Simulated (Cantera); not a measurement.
Charge: 1 mol SiCl4, 4.7 mol H2O, at 10.0 mbar.

These are equilibrium values from Cantera (NASA tables, ideal gas, pure condensed phases), not measurements of a reactor. Candidate condensed phases: H2O, Si, SiO2; 30 gas species. The tables hold silica as quartz up to 1696 K and as liquid above; real silica turns to tridymite and cristobalite and melts near 1996 K. Kinetics and transport are ignored.

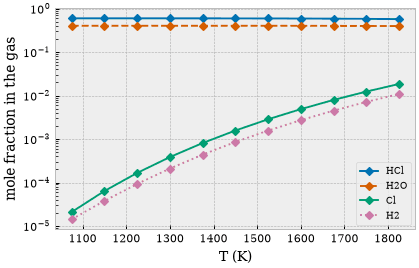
*Equilibrium gas composition (values under 1e-9 drawn at 1e-9)*

From 1075 K to 1675 K the condensed part is SiO2(β-quartz). From 1750 K to 1825 K the condensed part is SiO2(condensed).
